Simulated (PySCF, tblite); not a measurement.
# C3H10BNOP radical: geometry, infrared bands and EPR parameters

Wanted: the infrared bands and EPR parameters of C3H10BNOP radical (`[CH2]N(C)B(P)OC`), by calculation.

The runs use tblite 0.8.0 and PySCF 2.14.0, with density-fitted response routines of our own; the level of theory stands in each step. All values are computed, except where a source is named. Atoms count from 0, in the outputs and in this text.

### Step 1. The starting structure

17 atoms, charge 0, multiplicity 2; geometry from: force field or distance geometry start.

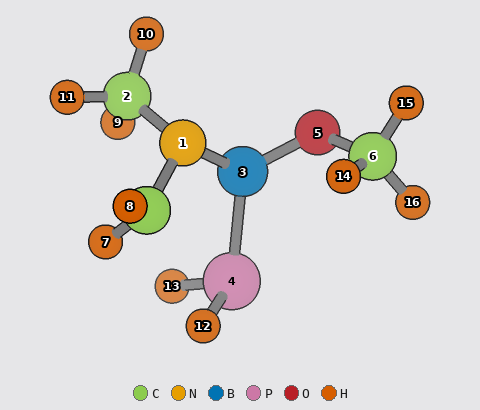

As it starts; carbon green, nitrogen amber, boron blue, phosphorus pink, oxygen red, hydrogen orange, atoms numbered.

### Step 2. Geometry optimisation with GFN2-xTB

What the job is given:

```
{"job": {"kind": "relax", "xc": "GFN2-xTB", "basis": "xTB"}, "charge": 0, "multiplicity": 2}
C     -1.136400    -0.092400     1.315000
N     -0.496800     0.748900     0.355000
C     -1.454500     1.415200    -0.490900
B      0.332000    -0.134100    -0.560700
P     -0.095800    -2.039300    -0.497800
O      1.631500     0.283200    -1.046100
C      2.644200     0.054400    -0.106900
H     -1.960400    -0.698600     0.934000
H     -1.270000     0.313800     2.326300
H     -1.783500     0.719100    -1.307600
H     -1.045100     2.344100    -0.952500
H     -2.400700     1.664000     0.062900
H     -0.499000    -2.372500     0.864800
H     -1.239800    -2.288600    -1.355200
H      2.243200     0.061100     0.927200
H      3.333000     0.930100    -0.150900
H      3.191000    -0.896400    -0.326600
```

Command:

```sh
OMP_NUM_THREADS=1 python probes_run.py task.json out
```

One launch serves the whole session: the jobs run in the order shown.

Output:

```text
step      E/eV     max force
  0    -602.23000    2.578
  1    -602.53982    1.442
  2    -602.79162    1.460
  3    -602.94592    1.472
  4    -603.16974    1.140
  5    -603.22643    0.770
  6    -603.30790    0.891
  7    -603.36129    0.811
  8    -603.42841    0.983
  9    -603.50707    0.839
 10    -603.60301    1.108
 11    -603.71817    1.110
 12    -603.84361    1.065
 13    -603.95356    0.888
 14    -604.06171    0.829
 15    -604.13020    1.245
 16    -604.17565    0.891
 17    -604.23617    0.613
 18    -604.31554    0.590
 19    -604.42542    0.860
 20    -604.50307    0.778
 21    -604.55872    0.845
 22    -604.62508    0.727
 23    -604.66572    0.534
 24    -604.71210    0.608
 25    -604.74494    0.736
 26    -604.77030    0.446
 27    -604.78989    0.349
 28    -604.81395    0.369
 29    -604.82632    0.402
 30    -604.84833    0.329
 31    -604.86717    0.378
 32    -604.88832    0.341
 33    -604.90456    0.353
 34    -604.91914    0.379
 35    -604.93026    0.243
 36    -604.94872    0.282
 37    -604.96167    0.315
 38    -604.97884    0.249
 39    -604.99302    0.265
 40    -605.00430    0.262
 41    -605.01505    0.280
 42    -605.02655    0.241
 43    -605.03682    0.300
 44    -605.04521    0.253
 45    -605.05378    0.242
 46    -605.06494    0.249
 47    -605.07606    0.239
 48    -605.08780    0.300
 49    -605.10013    0.307
 50    -605.11457    0.242
 51    -605.13043    0.273
 52    -605.14503    0.270
 53    -605.15813    0.340
 54    -605.16989    0.357
 55    -605.18048    0.251
 56    -605.18858    0.285
 57    -605.19359    0.184
 58    -605.19867    0.197
 59    -605.20442    0.187
 60    -605.20995    0.171
 61    -605.21423    0.156
 62    -605.21813    0.235
 63    -605.22320    0.172
 64    -605.23045    0.193
 65    -605.23714    0.212
 66    -605.24206    0.186
 67    -605.24686    0.163
 68    -605.25207    0.176
 69    -605.25792    0.205
 70    -605.26403    0.197
 71    -605.26890    0.136
 72    -605.27175    0.091
 73    -605.27346    0.114
 74    -605.27541    0.140
 75    -605.27864    0.149
 76    -605.28435    0.141
 77    -605.28965    0.185
 78    -605.29520    0.226
 79    -605.30200    0.223
 80    -605.30988    0.169
 81    -605.31528    0.227
 82    -605.31837    0.141
 83    -605.31994    0.101
 84    -605.32062    0.087
 85    -605.32138    0.084
 86    -605.32252    0.081
 87    -605.32392    0.079
 88    -605.32542    0.080
 89    -605.32679    0.072
 90    -605.32770    0.077
 91    -605.32832    0.073
 92    -605.32881    0.047
 93    -605.32951    0.068
 94    -605.32999    0.084
 95    -605.33070    0.085
 96    -605.33144    0.076
 97    -605.33230    0.076
 98    -605.33299    0.067
 99    -605.33355    0.067
100    -605.33412    0.062
101    -605.33475    0.076
102    -605.33545    0.078
103    -605.33622    0.075
104    -605.33692    0.075
105    -605.33769    0.070
106    -605.33861    0.059
107    -605.33938    0.056
108    -605.33990    0.059
109    -605.34033    0.050
110    -605.34078    0.054
111    -605.34127    0.049
112    -605.34166    0.043
113    -605.34201    0.044
114    -605.34242    0.054
115    -605.34298    0.054
116    -605.34364    0.056
117    -605.34435    0.058
118    -605.34509    0.097
119    -605.34612    0.142
120    -605.34748    0.127
121    -605.34910    0.080
122    -605.35034    0.107
123    -605.35116    0.060
124    -605.35171    0.095
125    -605.35219    0.047
126    -605.35248    0.029
127    -605.35265    0.025
128    -605.35276    0.025
129    -605.35286    0.026
130    -605.35294    0.019
131    -605.35301    0.017
132    -605.35308    0.020
133    -605.35317    0.028
134    -605.35325    0.035
135    -605.35332    0.027
136    -605.35336    0.019
137    -605.35338    0.008
```

Wall time 0.96 s (1 thread of Arm Neoverse V1, shared host).

The steps of the relaxation: (not every step is listed)

| step | energy from step 0 (eV) | largest force (eV/Å) |
| --- | --- | --- |
| 0 | 0.0000 | 2.5780 |
| 1 | -0.3098 | 1.4419 |
| 2 | -0.5616 | 1.4602 |
| 3 | -0.7159 | 1.4724 |
| 4 | -0.9397 | 1.1395 |
| 5 | -0.9964 | 0.7701 |
| 6 | -1.0779 | 0.8911 |
| 7 | -1.1313 | 0.8115 |
| 8 | -1.1984 | 0.9833 |
| 20 | -2.2731 | 0.7778 |
| 32 | -2.6583 | 0.3406 |
| 44 | -2.8152 | 0.2531 |
| 56 | -2.9586 | 0.2847 |
| 68 | -3.0221 | 0.1762 |
| 80 | -3.0799 | 0.1687 |
| 92 | -3.0988 | 0.0468 |
| 104 | -3.1069 | 0.0746 |
| 116 | -3.1136 | 0.0564 |
| 128 | -3.1228 | 0.0251 |
| 132 | -3.1231 | 0.0202 |
| 133 | -3.1232 | 0.0282 |
| 134 | -3.1232 | 0.0349 |
| 135 | -3.1233 | 0.0269 |
| 136 | -3.1234 | 0.0190 |
| 137 | -3.1234 | 0.0076 |

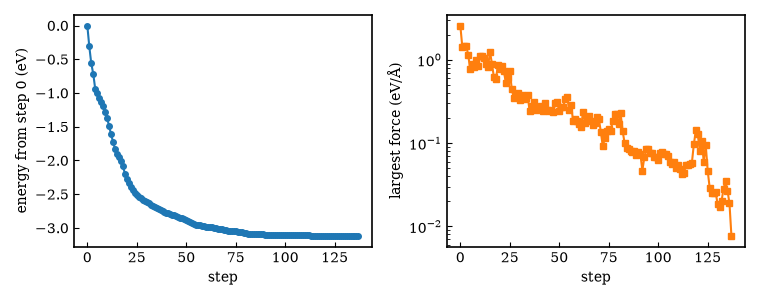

Energy and largest force along the relaxation.

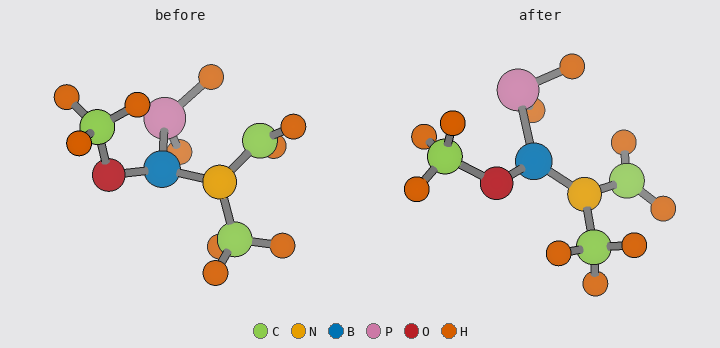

Before and after, at one scale.

Close pairs (by a distance rule), those that changed most:

| bond | before (Å) | after (Å) | change (Å) |
| --- | --- | --- | --- |
| N1–B3 | 1.518 | 1.428 | -0.090 |
| B3–O5 | 1.449 | 1.363 | -0.086 |
| P4–H12 | 1.460 | 1.386 | -0.074 |
| C0–N1 | 1.428 | 1.358 | -0.069 |
| P4–H13 | 1.451 | 1.387 | -0.064 |
| C2–H11 | 1.124 | 1.092 | -0.032 |
| C2–H9 | 1.122 | 1.092 | -0.030 |
| C2–H10 | 1.115 | 1.086 | -0.029 |

The next job starts from the end point, and lists it.

### Step 3. Vibrational analysis with GFN2-xTB

What the job is given:

```
{"job": {"kind": "ir", "xc": "GFN2-xTB", "basis": "xTB"}, "charge": 0, "multiplicity": 2}
C     -2.124709    -0.422059     0.504722
N     -1.013318     0.261389     0.126264
C     -1.239925     1.661440    -0.190501
B      0.299204    -0.291115     0.018019
P      0.686303    -2.158962     0.417286
O      1.268220     0.573823    -0.394477
C      2.615543     0.213046    -0.545861
H     -3.065781     0.088003     0.547178
H     -2.054742    -1.460202     0.753980
H     -1.920394     1.749834    -1.040081
H     -0.291244     2.126516    -0.440303
H     -1.682529     2.173081     0.666371
H     -0.016117    -2.199534     1.611295
H     -0.387584    -2.685151    -0.284849
H      3.128221     0.251761     0.420190
H      3.076705     0.928907    -1.228126
H      2.715148    -0.798746    -0.951018
```

Output:

```text
mode    cm-1     km/mol
  1     -59.6      1.43
  2      60.9      1.05
  3      93.1      0.02
  4     137.3      3.90
  5     184.0      5.58
  6     189.0      3.69
  7     210.3      1.28
  8     285.2      8.05
  9     340.8     42.13
 10     343.9      1.09
 11     365.1      1.10
 12     393.5      1.61
 13     437.4     20.66
 14     446.1      3.41
 15     549.3      1.69
 16     738.3     17.79
 17     770.3      4.11
 18     940.2     20.88
 19     984.8     61.56
 20    1037.2     14.32
 21    1081.0      3.73
 22    1099.9      0.19
 23    1126.9      9.57
 24    1149.1     10.64
 25    1154.2     11.50
 26    1214.7    416.05
 27    1274.2    106.57
 28    1364.8     36.41
 29    1400.2      5.76
 30    1414.9     16.41
 31    1434.9     39.34
 32    1465.1      5.62
 33    1470.5      6.27
 34    1473.5      5.90
 35    1480.8     19.74
 36    2273.1     94.06
 37    2354.2    163.46
 38    2929.6     34.42
 39    2942.2     40.84
 40    2965.6     28.53
 41    2981.3     41.51
 42    2985.4     30.53
 43    3064.9      5.22
 44    3144.9      7.07
 45    3193.1     36.17
```

It took 0.56 s on 1 thread of Arm Neoverse V1, shared host.

Which atoms move in the most intense modes:

| cm⁻¹ | km/mol | atoms |
| --- | --- | --- |
| 341 | 42.1 | H7 58 %, C0 22 %, H8 18 % |
| 985 | 61.6 | B3 27 %, H8 18 %, H7 14 %, C6 12 % |
| 1215 | 416.1 | O5 39 %, B3 31 %, C6 12 % |
| 1274 | 106.6 | N1 51 %, H8 15 %, C2 14 %, B3 11 % |
| 2273 | 94.1 | H13 53 %, H12 45 % |
| 2354 | 163.5 | H12 52 %, H13 44 % |
| 2942 | 40.8 | H14 60 %, H16 35 % |
| 2981 | 41.5 | H11 60 %, H9 35 % |

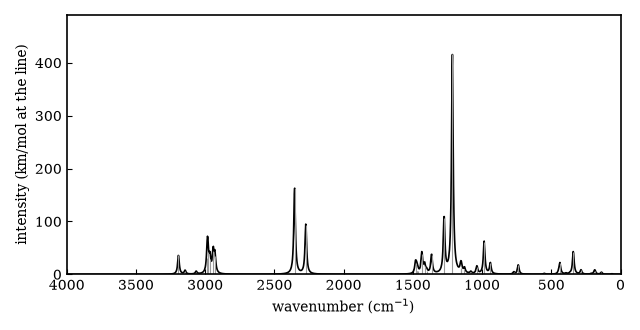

The infrared spectrum from these modes, unscaled. Lines are broadened to a width of 14 cm⁻¹ (Lorentzian).

### Step 4. EPR parameters: B3LYP/pcH-1

Settings changed since step 3:

```diff
@@ -1,2 +1,2 @@
-{"job": {"kind": "ir", "xc": "GFN2-xTB", "basis": "xTB"}, "charge": 0, "multiplicity": 2}
+{"job": {"kind": "epr", "basis": "pcH-1"}, "charge": 0, "multiplicity": 2}
 C     -2.124709    -0.422059     0.504722
```

Method: UKS B3LYP, pcH-1 on B C H N O P, non-relativistic, mean-field spin-orbit, GIAO.

Output:

```text
UKS, coarse grid
  cycle   1  E = -616.48216252  |g| = 4.75e-01
  cycle   2  E = -616.32183257  |g| = 8.10e-01
  cycle   3  E = -616.56102025  |g| = 1.04e-01
  cycle   4  E = -616.56498074  |g| = 4.42e-02
  cycle   5  E = -616.56587901  |g| = 1.34e-02
  cycle   6  E = -616.56596446  |g| = 6.48e-03
  cycle   7  E = -616.56598320  |g| = 1.56e-03
  cycle   8  E = -616.56598580  |g| = 1.12e-03
  cycle   9  E = -616.56598676  |g| = 2.64e-04
UKS, final grid
  cycle   1  E = -616.56592261  |g| = 3.53e-04
  cycle   2  E = -616.56592255  |g| = 5.11e-04
  cycle   3  E = -616.56592268  |g| = 5.62e-05
  cycle   4  E = -616.56592268  |g| = 1.44e-05
E = -616.56592268 Eh   <S^2> = 0.7542 (exact 0.7500)
g shifts (ppm)      1          2          3
  rmc          -151       -151       -151
  gc             -1         46         31
  oz_so         -23        514       1342
  total        -175        409       1222
hyperfine (MHz)  atom isotope    a_iso     a_fc   dipolar eigenvalues
    0   13C      66.56      66.64    -66.92    -65.53    132.44
    1   14N      -3.00      -2.99     -5.73     -4.99     10.73
    2   13C      -3.67      -3.67     -1.22     -0.52      1.74
    3   11B       4.73       4.75     -8.90     -5.29     14.18
    4   31P      -5.16      -5.22     -3.54      1.28      2.26
    5   17O      -5.62      -5.64    -16.61      7.90      8.71
    6   13C      -1.78      -1.78     -0.48     -0.28      0.76
    7    1H     -55.51     -55.53    -33.01      1.44     31.56
    8    1H     -54.52     -54.53    -31.94      0.89     31.05
    9    1H       7.23       7.23     -3.29     -2.42      5.71
   10    1H      -1.17      -1.17     -2.46     -2.03      4.49
   11    1H       6.92       6.92     -3.30     -2.56      5.86
   12    1H       7.93       7.93     -2.60     -1.70      4.30
   13    1H       6.66       6.66     -2.59     -1.74      4.33
   14    1H       5.05       5.05     -1.05     -0.95      2.00
   15    1H       0.45       0.45     -1.06     -0.88      1.94
   16    1H       2.28       2.28     -1.11     -1.04      2.14
```

It took 89 s on 1 thread of Arm Neoverse V1, shared host; peak memory 1 GiB.

Principal g values 2.00214, 2.00273, 2.00354; g(iso) = 2.00280, against 2.00232 for a free electron.

Mean a(iso) over the nuclei that a row names, and the largest dipolar term of the row (other rows stand at the frozen geometry):

| nuclei | isotope | a(iso) (MHz) | a(iso) (G, at g = 2.0023) | largest dipolar term (MHz) |
| --- | --- | --- | --- | --- |
| C0 | 13C | 66.6 | 23.8 | 132.4 |
| H7, H8 | 1H | -55.0 | -19.6 | -33.0 |
| H12, H13 | 1H | 7.3 | 2.6 | 4.3 |
| O5 | 17O | -5.6 | -2.0 | -16.6 |
| P4 | 31P | -5.2 | -1.8 | -3.5 |
| B3 | 11B | 4.7 | 1.7 | 14.2 |
| H9, H10, H11 | 1H | 4.3 | 1.5 | 5.9 |
| C2 | 13C | -3.7 | -1.3 | 1.7 |
| N1 | 14N | -3.0 | -1.1 | 10.7 |
| H14, H15, H16 | 1H | 2.6 | 0.9 | 2.1 |
| C6 | 13C | -1.8 | -0.6 | 0.8 |

Mulliken spin populations:

C0 0.86; N1 0.04; C2 -0.01; B3 0.13; P4 -0.01; O5 0.03; C6 0.00; H7 -0.04; H8 -0.04; H9 0.01; H10 0.00; H11 0.01; H12 0.01; H13 0.01; H14 0.00; H15 0.00; H16 0.00

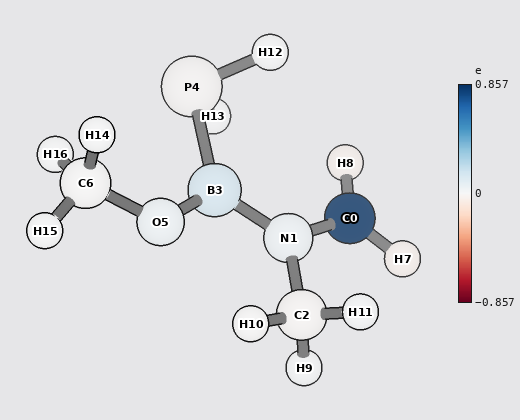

Mulliken spin populations, as colours on the atoms.

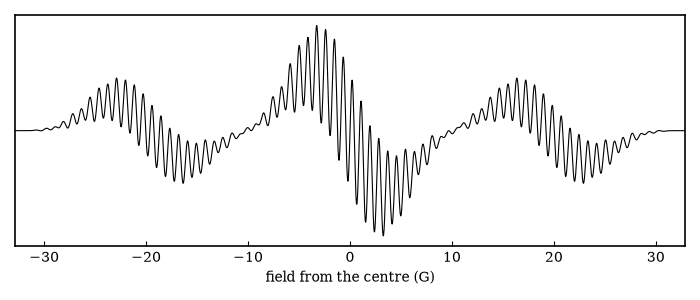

First-order isotropic spectrum (first derivative, main isotopes with spin only, couplings over 0.8 MHz, Gaussian width 0.3 G; couplings of the frozen geometry, rotation of groups not averaged beyond the rows shown).

The fields below are evaluated on a grid from the run's orbitals.

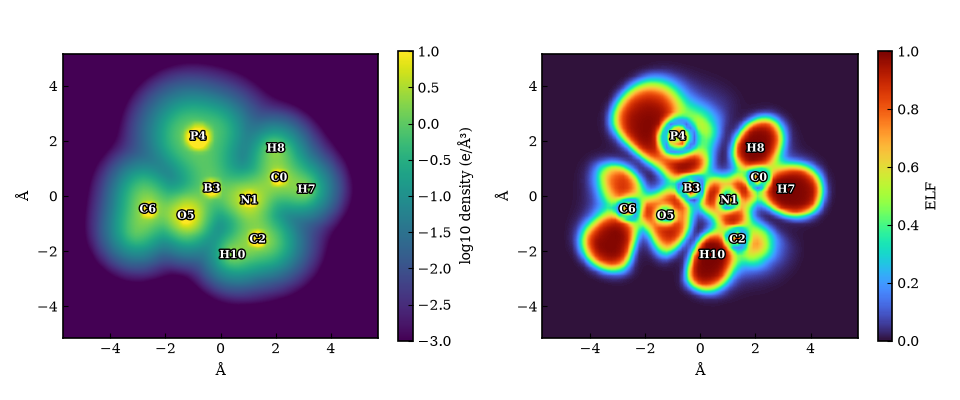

Density (left) and ELF (right) in a plane through or near 10 of the atoms.

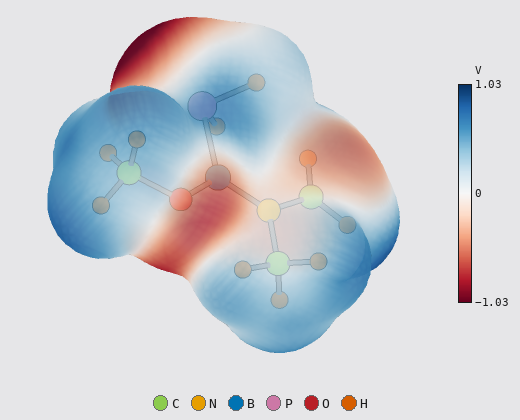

The potential that a unit positive charge feels on the 0.002 e/bohr³ surface, from -1.03 V near P4 to 0.78 V near H7.

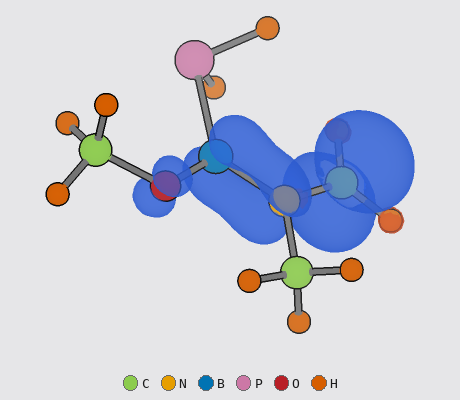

Spin density at ±0.03 e/Å³ (alpha excess blue, beta excess red).

### Step 5. Outcome

| quantity | value |
| --- | --- |
| strongest single infrared mode (GFN2-xTB) | 1215 cm⁻¹, 416 km/mol |
| zero-point energy (GFN2-xTB) | 81.4 kcal/mol |
| g(iso) (B3LYP) | 2.00280 |
| ⟨S²⟩ | 0.754 (exact 0.75) |
| largest a(iso) (averaged by class) | 13C on C0, 66.6 MHz |
| potential on the surface of density 0.002 e/bohr³, 1st and 99th percentile | -1.03 V and 0.78 V |

Relaxing lowered the energy by 3.123 eV in 137 steps; the close pair that moved most is N1–B3, from 1.518 to 1.428 Å. The lowest mode is imaginary (60i cm⁻¹), so the xTB geometry is not a minimum: the zero-point energy counts the real modes alone, and all values at this geometry belong to a saddle point. The strongest single mode, at 1215 cm⁻¹, is carried by O5, B3, C6. GFN2-xTB is a fitted tight-binding method: band positions and strengths are rough. Its intensities can rank the bands wrongly. C0 carries the largest spin population, 0.86 e. The isotropic g lies 0.5 ppt above the free-electron value.
